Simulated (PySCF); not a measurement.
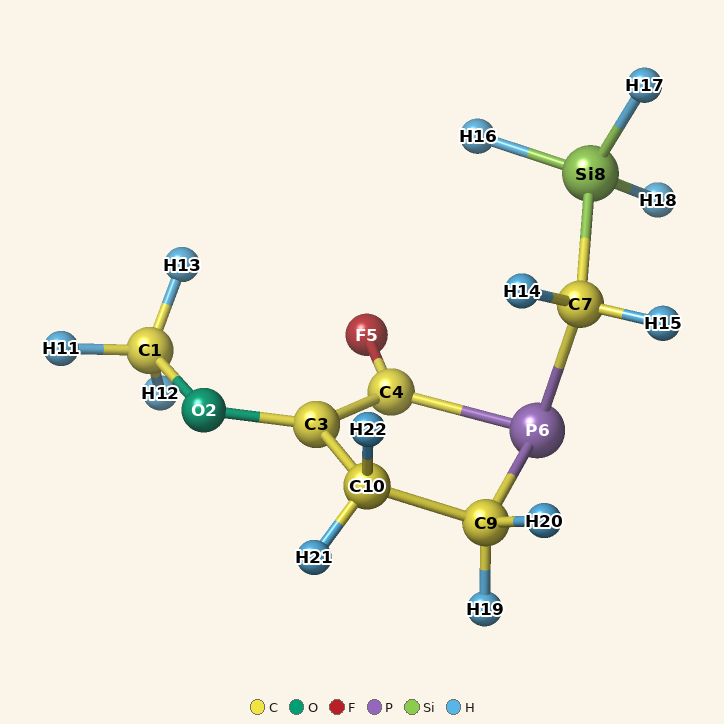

Computed geometry: GFN2-xTB optimisation. No frequency run is at hand to confirm it as a minimum. Electric field gradients from the ground-state density, PBE0/pcSseg-1 (PySCF 2.14.0), non-relativistic apart from any core potentials.

Give the largest field-gradient component, the quadrupole coupling constant and the asymmetry for 17O at O2 (Q = −25.6 mb), 2H at H11 (Q = 2.86 mb), 2H at H12 (Q = 2.86 mb), 2H at H13 (Q = 2.86 mb), 2H at H14 (Q = 2.86 mb).

```csv
atom,V_zz (a.u.),e²qQ/h (MHz),η
O2,1.899,−11.43,0.70
H11,0.304,0.204,0.08
H12,0.293,0.197,0.10
H13,0.293,0.197,0.10
H14,0.315,0.211,0.01
```

The geometry is semi-empirical. Around P, Si such bond lengths and angles can be off by a tenth of an ångström or more and by several degrees, and values that hang on the shape move with them.
